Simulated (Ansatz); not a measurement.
**H3 (doublet): one geometry, many settings at distance H1–H2 along a hydrogen transfer = 0.935 Å**

Aim: run H3 (doublet) at one geometry under a spread of methods and options, and see what each costs and gives.

Method: the settings change from run to run; program: Ansatz 0.2.0, Gaussian basis.

9 further runs of the same task are left out: 1 for a mislabelled method, 8 that didn't finish.

## Step 1: What is computed

The geometry derives from fragments relaxed apart (PBE0/def2-TZVP) and kept rigid, so it is no stationary point. A hydrogen atom is moved between rigid fragments.

3 atoms, charge 0, spin multiplicity 2.

Atoms are counted from 1 here; the program's logs count them from 0.

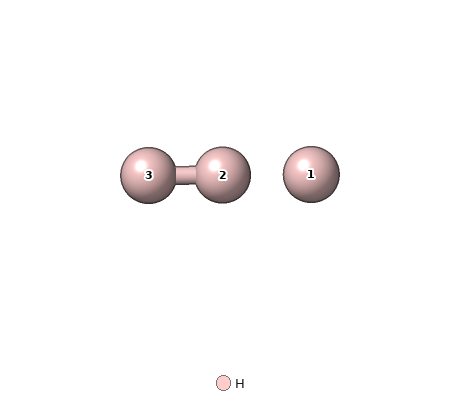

The structure; hydrogen pink; atoms are numbered from 1 in the order of the file.

## Step 2: CASSCF(1,5)/6-31G*

in.yaml

```yaml
crystal:
  periodic: [false, false, false]
  atoms:
    - {symbol: H, position_ang: [0.000000, 0.000000, -0.882333]}
    - {symbol: H, position_ang: [0.000000, 0.000000, 0.052667]}
    - {symbol: H, position_ang: [0.000000, 0.000000, 0.829667]}
basis:
  gaussian: {orbitals: "6-31G*"}
magnetization: {spin_polarized: false, initial_magnetization: 1}
correlation: {active_space: {window: {electrons: 1, orbitals: 5}, states: [{multiplicity: 2, weights: [1, 1, 1]}]}}
```

On the command line:

```sh
$ ansatz run in.yaml --threads 1 --pin off --events-out ev --progress --plain --max-ram 2393MiB
```

The program printed:

```text
Functional definition: HF
  name "HF"
  cite "Fock, Z. Phys. 61, 126 (1930) doi:10.1007/BF01340294"
  parent pbe
  exchange = exact_x
  correlation = 0
115 factors; integrals over basis functions are off by at most 2.1e-7 eV
mean field evaluation 1: about -42.9281 eV, gradient 5.5e0 eV
mean field evaluation 2: about -42.9276 eV, gradient 5.5e0 eV
mean field evaluation 4: about -43.1155 eV, gradient 5.8e-1 eV
mean field evaluation 8: about -43.1285 eV, gradient 2.7e-6 eV
mean field -43.12851699 eV, -1.5849437657 hartree, gradient 1.5e-6 eV, S^2 0.750000; 0 other end points of the search recorded, 0 dependent functions left out
reference -43.12851699 eV, -1.5849437657 hartree; 2, 1 occupied and 4, 5 virtual orbitals, 115 factors
state -43.00607830 eV, -1.5804442268 hartree
state -32.67566173 eV, -1.2008084204 hartree
state -19.53872631 eV, -0.7180349479 hartree
Total energy: -31.74015544 eV, -1.1664291984 hartree
```

Run time: 0.06 s. Hardware: 1 thread of Arm Neoverse V2, shared host.

From the report: 5 determinants; active occupations (of the averaged states) 0.33, 0.33, 0.33, 0.00, 0.00.

## Step 3: CASSCF(3,4)/def2-SVPD

in.yaml

```yaml
crystal:
  periodic: [false, false, false]
  atoms:
    - {symbol: H, position_ang: [0.000000, 0.000000, -0.882333]}
    - {symbol: H, position_ang: [0.000000, 0.000000, 0.052667]}
    - {symbol: H, position_ang: [0.000000, 0.000000, 0.829667]}
basis:
  gaussian: {orbitals: def2-SVPD, point_charges: [{charge: -0.50, position_ang: [3.128, -0.810, 0.109]}]}
magnetization: {spin_polarized: false, initial_magnetization: 1}
correlation: {active_space: {window: {electrons: 3, orbitals: 4}}}
scf: {lower_state_search: off}
output: {forces: true}
```

Launched as before.

The program printed, shortened:

```text
Functional definition: HF
  name "HF"
  cite "Fock, Z. Phys. 61, 126 (1930) doi:10.1007/BF01340294"
  parent pbe
[...]
239 factors; integrals over basis functions are off by at most 5.7e-4 eV
[...]
mean field -43.24355722 eV, -1.5891714161 hartree, gradient 5.5e-6 eV, S^2 0.750000; 0 other end points of the search recorded, 0 dependent functions left out
reference -43.24355722 eV, -1.5891714161 hartree; 2, 1 occupied and 22, 23 virtual orbitals, 239 factors
state -44.00497501 eV, -1.6171530038 hartree
[...]
Total energy: -44.00497501 eV, -1.6171530038 hartree
Atom 0 at     0.000000     0.000000    -0.882333 Å, force     0.006121    -0.001585    -2.095053 eV/Å
Atom 1 at     0.000000     0.000000     0.052667 Å, force    -0.000138     0.000036    -0.549950 eV/Å
Atom 2 at     0.000000     0.000000     0.829667 Å, force     0.017585    -0.004554     2.642889 eV/Å
Dipole moment:     0.041003    -0.010618     0.035235 e Å
Checks for a lower state left out: stability, starts, cluster_reference, orbital_swaps, neighbouring_geometries, increment
```

It took 0.06 s on 1 thread of Arm Neoverse V2, shared host.

From the report: 24 determinants; active occupations 1.97, 1.00, 0.02, 0.00.

## Step 4: NEVPT4(SD)(3,5)/cc-pVDZ

in.yaml

```yaml
crystal:
  periodic: [false, false, false]
  atoms:
    - {symbol: H, position_ang: [0.000000, 0.000000, -0.882333]}
    - {symbol: H, position_ang: [0.000000, 0.000000, 0.052667]}
    - {symbol: H, position_ang: [0.000000, 0.000000, 0.829667]}
basis:
  gaussian: {orbitals: cc-pVDZ}
magnetization: {spin_polarized: false, initial_magnetization: 1}
correlation: {method: fic_nevpt4_sd, electrons: outside_noble_gas, active_space: {window: {electrons: 3, orbitals: 5}}}
```

Launched as before.

The program printed:

```text
Functional definition: HF
  name "HF"
  cite "Fock, Z. Phys. 61, 126 (1930) doi:10.1007/BF01340294"
  parent pbe
  exchange = exact_x
  correlation = 0
128 factors; integrals over basis functions are off by at most 6.3e-4 eV
mean field evaluation 1: about -42.9659 eV, gradient 5.8e0 eV
mean field evaluation 2: about -42.9656 eV, gradient 5.8e0 eV
mean field evaluation 4: about -43.2007 eV, gradient 5.7e-1 eV
mean field evaluation 8: about -43.2135 eV, gradient 7.5e-6 eV
mean field -43.21349878 eV, -1.5880667892 hartree, gradient 7.6e-6 eV, S^2 0.750000; 0 other end points of the search recorded, 0 dependent functions left out
reference -43.21349878 eV, -1.5880667892 hartree; 2, 1 occupied and 13, 14 virtual orbitals, 128 factors
state -44.19945760 eV, -1.6243001073 hartree
state -44.19945760 eV, -1.6243001073 hartree; corrected -44.61237579 eV, -1.6394745710 hartree
Total energy: -44.61237579 eV, -1.6394745710 hartree
```

It took 0.15 s on 1 thread of Arm Neoverse V2, shared host.

From the report: 50 determinants; active occupations 1.97, 1.00, 0.02, 0.01, 0.00.

## Step 5: BCCD(T) on UHF/def2-SVPD

in.yaml

```yaml
crystal:
  periodic: [false, false, false]
  atoms:
    - {symbol: H, position_ang: [0.000000, 0.000000, -0.882333]}
    - {symbol: H, position_ang: [0.000000, 0.000000, 0.052667]}
    - {symbol: H, position_ang: [0.000000, 0.000000, 0.829667]}
basis:
  gaussian: {orbitals: def2-SVPD}
magnetization: {spin_polarized: true, initial_magnetization: 1}
correlation: {method: bccd_t, electrons: outside_noble_gas}
output: {forces: true}
```

Same command.

The program printed, shortened:

```text
Functional definition: HF
  name "HF"
  cite "Fock, Z. Phys. 61, 126 (1930) doi:10.1007/BF01340294"
  parent pbe
[...]
239 factors; integrals over basis functions are off by at most 5.7e-4 eV
[...]
mean field -43.41945371 eV, -1.5956354930 hartree, gradient 7.6e-7 eV, S^2 0.771904; 0 other end points of the search recorded, 0 dependent functions left out
reference -43.41945371 eV, -1.5956354930 hartree; 2, 1 occupied and 22, 23 virtual orbitals, 239 factors
second order -0.92518916 eV of doubles, -0.00000000 eV of singles
cycle   1  -1.13727539 eV  change   -2.1e-1 eV  update   3.4e-2
[...]
cycle  10  -1.24367253 eV  change    1.8e-6 eV  update   1.0e-6
perturbative correction -0.00971940 eV, -0.0003571815 hartree
[...]
Total energy: -44.67284564 eV, -1.6416967971 hartree
Atom 0 at     0.000000     0.000000    -0.882333 Å, force    -0.000000    -0.000000    -1.642874 eV/Å
Atom 1 at     0.000000     0.000000     0.052667 Å, force    -0.000000    -0.000000    -1.041145 eV/Å
Atom 2 at     0.000000     0.000000     0.829667 Å, force     0.000000     0.000000     2.684019 eV/Å
Dipole moment:    -0.000000    -0.000000     0.031815 e Å
```

Run time: 0.42 s. Hardware: 1 thread of Arm Neoverse V2, shared host.

From the report: ⟨S²⟩ of the determinant 0.772 (pure doublet: 0.75); correlation -1.2534 eV; largest double amplitude 0.05.

## Step 6: CASCI(3,9)/def2-SVP

in.yaml

```yaml
crystal:
  periodic: [false, false, false]
  atoms:
    - {symbol: H, position_ang: [0.000000, 0.000000, -0.882333]}
    - {symbol: H, position_ang: [0.000000, 0.000000, 0.052667]}
    - {symbol: H, position_ang: [0.000000, 0.000000, 0.829667]}
basis:
  gaussian: {orbitals: def2-SVP}
magnetization: {spin_polarized: false, initial_magnetization: 1}
correlation: {active_space: {window: {electrons: 3, orbitals: 9}, fixed_orbitals: true}}
```

The command is unchanged.

The program printed:

```text
Functional definition: HF
  name "HF"
  cite "Fock, Z. Phys. 61, 126 (1930) doi:10.1007/BF01340294"
  parent pbe
  exchange = exact_x
  correlation = 0
155 factors; integrals over basis functions are off by at most 8.2e-4 eV
mean field evaluation 1: about -42.9717 eV, gradient 5.8e0 eV
mean field evaluation 2: about -42.9711 eV, gradient 5.8e0 eV
mean field evaluation 4: about -43.2062 eV, gradient 5.7e-1 eV
mean field evaluation 8: about -43.2190 eV, gradient 8.5e-6 eV
mean field -43.21901514 eV, -1.5882695113 hartree, gradient 8.9e-6 eV, S^2 0.750000; 0 other end points of the search recorded, 0 dependent functions left out
reference -43.21901514 eV, -1.5882695113 hartree; 2, 1 occupied and 13, 14 virtual orbitals, 155 factors
state -44.35691480 eV, -1.6300865526 hartree
WARN: the results are in doubt because the space or a class takes a part of the degenerate orbitals at 45.8835 eV
Total energy: -44.35691480 eV, -1.6300865526 hartree
In doubt: the space or a class takes a part of the degenerate orbitals at 45.8835 eV
```

Wall time 0.06 s (1 thread of Arm Neoverse V2, shared host).

From the report: 126 determinants; active occupations 1.96, 1.00, 0.02, 0.01, 0.00, 0.00, 0.00, 0.00, 0.00. Mind the lines of doubt at the end of the log.

## Step 7: CISDT/cc-pVTZ

Changes to in.yaml since step 6:

```diff
@@ -7,4 +7,5 @@
 basis:
-  gaussian: {orbitals: def2-SVP}
+  gaussian: {orbitals: cc-pVTZ}
 magnetization: {spin_polarized: false, initial_magnetization: 1}
-correlation: {active_space: {window: {electrons: 3, orbitals: 9}, fixed_orbitals: true}}
+correlation: {active_space: {ras: {orbitals: [1, 1, 40], electrons: 3, max_holes: 3, max_particles: 3}, fixed_orbitals: true}}
+accuracy: high
```

The command is unchanged.

The program printed:

```text
Functional definition: HF
  name "HF"
  cite "Fock, Z. Phys. 61, 126 (1930) doi:10.1007/BF01340294"
  parent pbe
  exchange = exact_x
  correlation = 0
495 factors; integrals over basis functions are off by at most 2.9e-9 eV
mean field evaluation 1: about -43.0882 eV, gradient 5.8e0 eV
mean field evaluation 2: about -43.0871 eV, gradient 5.8e0 eV
mean field evaluation 4: about -43.3407 eV, gradient 6.0e-1 eV
mean field evaluation 8: about -43.3544 eV, gradient 2.7e-2 eV
mean field -43.35436401 eV, -1.5932434909 hartree, gradient 2.6e-8 eV, S^2 0.750000; 0 other end points of the search recorded, 0 dependent functions left out
reference -43.35436401 eV, -1.5932434909 hartree; 2, 1 occupied and 40, 41 virtual orbitals, 495 factors
state -44.94580433 eV, -1.6517278438 hartree
Total energy: -44.94580433 eV, -1.6517278438 hartree
```

Run time: 0.6 s. Hardware: 1 thread of Arm Neoverse V2, shared host.

From the report: 10,305 determinants.

## Step 8: HF/cc-pVTZ-DK

in.yaml

```yaml
crystal:
  periodic: [false, false, false]
  atoms:
    - {symbol: H, position_ang: [0.000000, 0.000000, -0.882333]}
    - {symbol: H, position_ang: [0.000000, 0.000000, 0.052667]}
    - {symbol: H, position_ang: [0.000000, 0.000000, 0.829667]}
basis:
  gaussian: {orbitals: cc-pVTZ-DK}
magnetization: {spin_polarized: true, initial_magnetization: 1}
hamiltonian: {xc: hf}
output: {orbitals: {seedname: orbitals}}
```

Same command.

The program printed:

```text
Functional definition: HF
  name "HF"
  cite "Fock, Z. Phys. 61, 126 (1930) doi:10.1007/BF01340294"
  parent pbe
  exchange = exact_x
  correlation = 0
180 factors; their error is unknown
mean field evaluation 1: about -43.1508 eV, gradient 5.8e0 eV
mean field evaluation 2: about -43.4843 eV, gradient 2.3e0 eV
mean field evaluation 4: about -43.5582 eV, gradient 1.5e-1 eV
mean field evaluation 8: about -43.5575 eV, gradient 1.9e-4 eV
mean field -43.55750880 eV, -1.6007089241 hartree, gradient 1.5e-5 eV, S^2 0.772577; 0 other end points of the search recorded, 0 dependent functions left out
reference -43.55750880 eV, -1.6007089241 hartree; 2, 1 occupied and 40, 41 virtual orbitals, 180 factors
Total energy: -43.55750880 eV, -1.6007089241 hartree
Relativity: scalar
```

Wall time 0.06 s (1 thread of Arm Neoverse V2, shared host).

From the report: ⟨S²⟩ of the determinant 0.773 (pure doublet: 0.75).

## Step 9: All runs side by side

 † marks a result that the program doubts.

| level | correlated | functions | energy (eV) | time |
| --- | --- | --- | --- | --- |
| CASSCF(1,5)/6-31G* (mean of several states) |  | 6 | -31.7402 | 0.06 s |
| CASSCF(3,4)/def2-SVPD (beside a point charge) |  | 24 | -44.0050 | 0.06 s |
| NEVPT4(SD)(3,5)/cc-pVDZ | outside noble gas | 15 | -44.6124 | 0.15 s |
| BCCD(T) on UHF/def2-SVPD | outside noble gas | 24 | -44.6728 | 0.42 s |
| CASCI(3,9)/def2-SVP † |  | 15 | -44.3569 | 0.06 s |
| CISDT/cc-pVTZ | outside noble gas | 42 | -44.9458 | 0.6 s |
| HF/cc-pVTZ-DK |  | 42 | -43.5575 | 0.06 s |

## Step 10: Summary of results

```
quantity                                                value
    runs                                                    7
quickest  CASSCF(1,5)/6-31G* (mean of several states), 0.06 s
 slowest                                 CISDT/cc-pVTZ, 0.6 s
```

In words: Total energies in different bases, with other cores or another treatment of relativity can't be set against each other. CISDT/cc-pVTZ took 10 times as long as CASSCF(1,5)/6-31G* (mean of several states); the jobs differ in more than the method.
